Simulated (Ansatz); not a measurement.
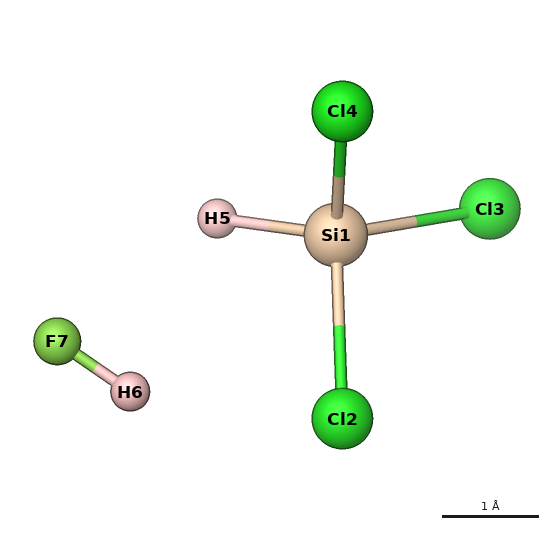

The computed structure is the end point of a PBE0-D4/def2-TZVP optimisation.

Find the hydrogen bonds (donors O, N, F, S or Cl) and give their geometry.

```csv
D–H···A,D–H (Å),H···A (Å),angle (°),kind
F7–H6···Cl2,0.93,2.35,148,intermolecular
```
